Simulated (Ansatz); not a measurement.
# H6Si2···HBr: what the fields show

Input

```
crystal:
  periodic: [false, false, false]
  atoms:
    - {symbol: Si, position_ang: [-0.216448, -1.173222, 0.631164]}
    - {symbol: Br, position_ang: [2.892758, 1.492894, -0.864538]}
    - {symbol: H, position_ang: [-0.658318, -2.401354, -0.080869]}
    - {symbol: H, position_ang: [-0.625873, -1.266256, 2.057445]}
    - {symbol: Si, position_ang: [-1.119337, 0.739665, -0.370313]}
    - {symbol: H, position_ang: [2.424993, 0.313351, -0.217424]}
    - {symbol: H, position_ang: [1.275963, -1.144180, 0.593223]}
    - {symbol: H, position_ang: [-0.664133, 1.959222, 0.345841]}
    - {symbol: H, position_ang: [-0.706234, 0.818723, -1.795236]}
    - {symbol: H, position_ang: [-2.603372, 0.661157, -0.299294]}
basis:
  gaussian: {orbitals: def2-TZVPP}
hamiltonian: {xc: pbe0, dispersion: d4}
output: {orbitals: {seedname: orbitals}}
```

Launched as:

```sh
ansatz run in.yaml --threads 4 --pin off --events-out ev --progress --plain --max-ram 9574MiB
```

The product side of a reaction path; geometry: PBE0-D4/def2-TZVP.

These are results of Ansatz 0.2.0, RKS PBE0-D4/def2-TZVPP, not measurements.

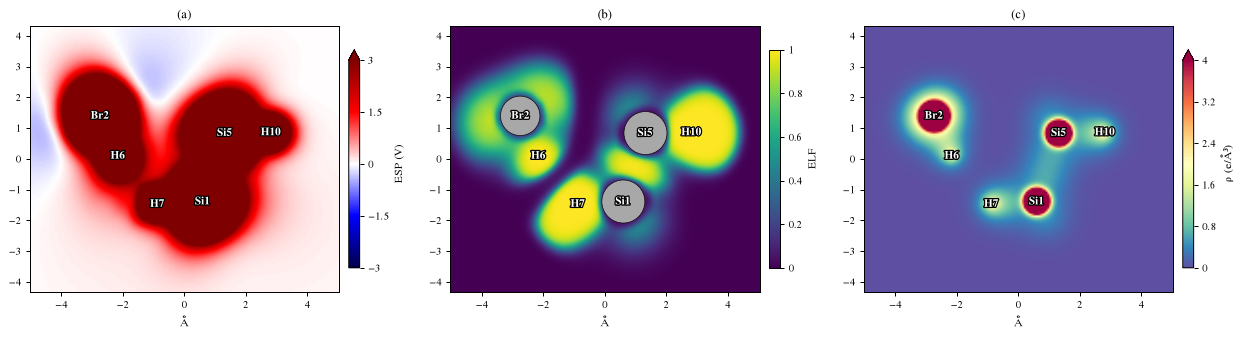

Figure 1. (a) electrostatic potential; (b) ELF; (c) electron density on the plane of atoms Si5, Si1 and H7. Grey discs cover the atomic cores in the ELF map.

> What do the fields say about this system?

The plane passes through Si, Br and H nuclei.
H6···H7 (2.03 Å): the density falls to about 0.08 e/Å³ on the way; the ELF dips to about 0.05 between them.
Si–Si (2.34 Å): the density is about 0.64 e/Å³ at the midpoint; the ELF peaks at about 1 between the atoms, as expected for a shared electron pair.
Br–H (1.42 Å): the density is about 1.6 e/Å³ at the midpoint; the ELF climbs to about 1 towards the hydrogen, as it does in any bond to H.
Si–H (1.49 Å): the density is about 0.78 e/Å³ at the midpoint; the ELF climbs to about 1 towards the hydrogen.
The ELF also peaks beside Br2, away from the bonds: lone-pair regions.
Outside the dense part of the complex the potential is most negative (−0.4 V) near Br2.

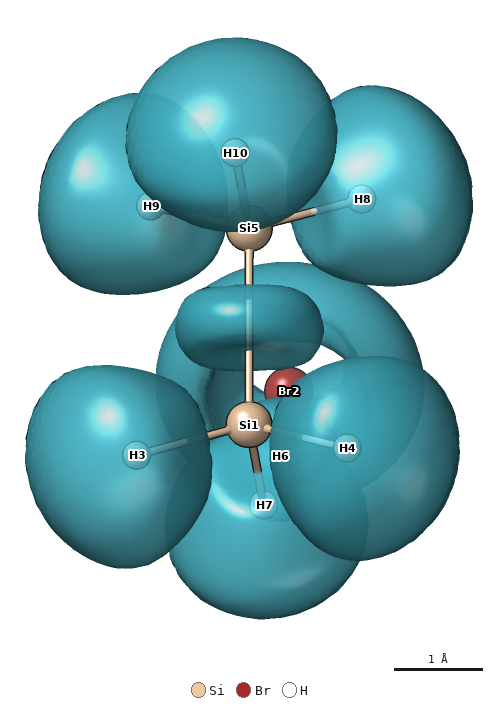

Figure 2. Isosurface of the ELF at 0.8 (cyan), seen at an oblique angle. Core shells and regions of very low density are left out.

> What do the ELF domains correspond to?

The surface consists of one region between bonded Si–Si atoms (shared pairs), seven regions around hydrogen nuclei and one ring or bowl of non-bonding electrons around Br.

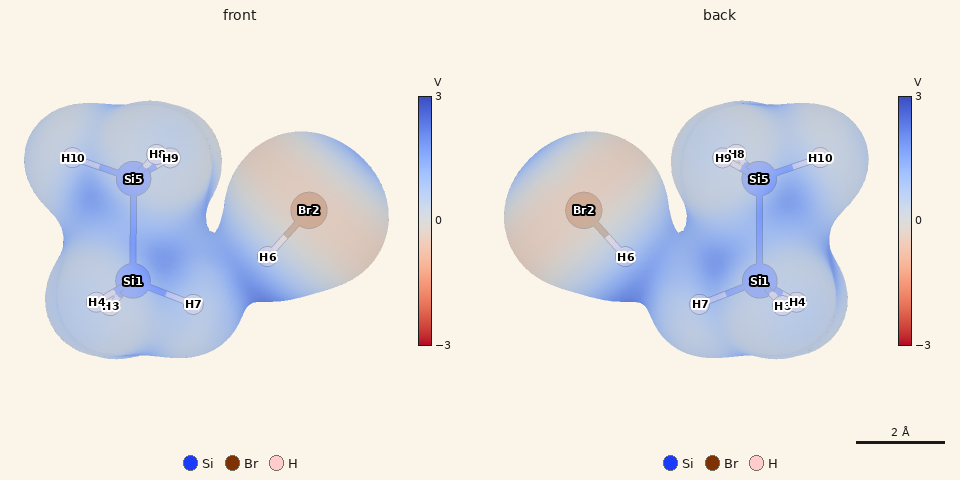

Figure 3. The molecular electrostatic potential painted on the density surface at 0.004 e/bohr³, seen from the front and from behind; the colour scale runs from red (negative) to blue (positive).

> Describe the electrostatic potential map.

The most negative region (about −0.4 V) lies over Br2, the most positive (about +2.0 V) over H6. Br2 shows a σ-hole: about +1.3 V at the tip opposite its bond, against about −0.3 V on its flanks.

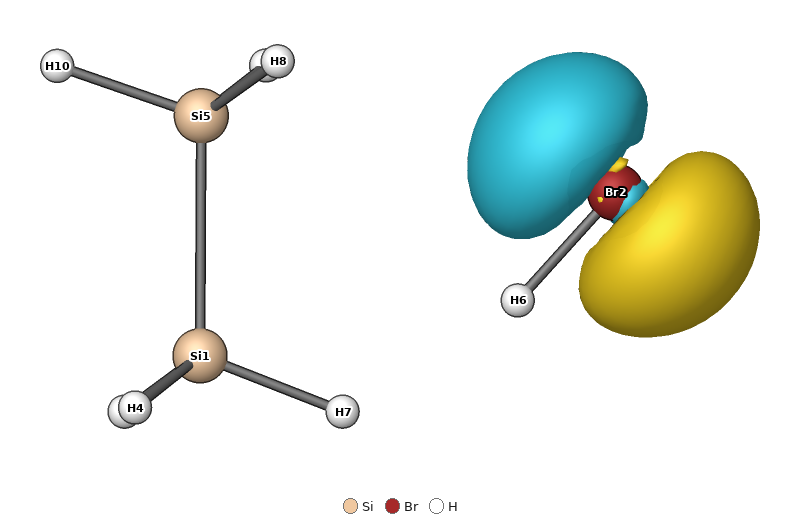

Figure 4. The HOMO−1 at ±0.2 Å⁻³ᐟ² (yellow and cyan are the two phases), seen across its widest extent.

> What is the character of this orbital?

By Hirshfeld shares it lies mainly on Br2 (about 90 %); largely a lone pair of Br2. Its energy is −8.70 eV.
